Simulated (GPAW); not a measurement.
A computed N K-edge spectrum of one site in a crystal of N and Ta, with its zero at a photon energy of about 398.8 eV (raw 406.7 eV, less 7.8 eV of added terms; uncertain by a few eV). Method: GPAW, PBE, excited-electron core hole (neutral cell) in a small cell, dipole transitions, broadening that rises with energy, without spin-orbit coupling.

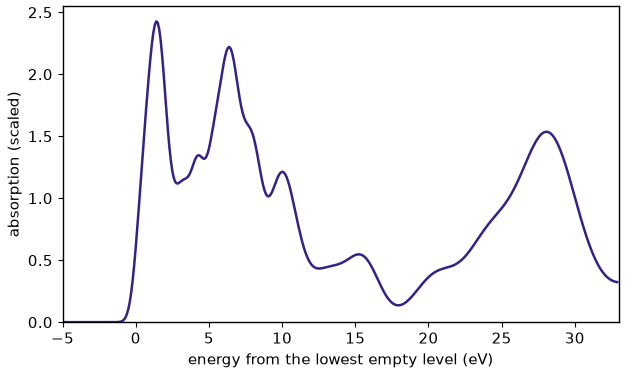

Energy from the lowest empty level; intensity scaled to a mean of 1 over the first 20 eV.

Which coordination does this site have?

A K edge sees empty p states; the first features are N p mixed into the empty d states of the Ta neighbours, and the broad ones above probably into the cations' higher empty bands. It is atom 2 of TaN (Fm-3m), with 6 Ta at 2.18 Å (octahedral, site symmetry m-3m). Its main maxima below 24 eV lie at 1.4 eV (2.43), 6.4 eV (2.22), 10.0 eV (1.21) and 15.2 eV (0.55). A near-edge spectrum doesn't fix the structure by itself; it is matched against candidates. The holes are only 6.2 Å apart, so the shape is probably not converged with cell size; no larger cell was run here. The structure is a published determination, not relaxed.

[Hosts, paths, dates, database ids (printed as entryN), source tags and the programs' standing remarks are cut or masked in the printed files.]

[Lists of maxima count a maximum above −3 eV only where it reaches 4 % of the highest in the window and stands out from its surroundings by 2 % of it (1.5 % where it reaches 55 %); shoulders and weaker maxima are passed over, and of the rest the first, up to two pre-edge ones and the few strongest are named.]
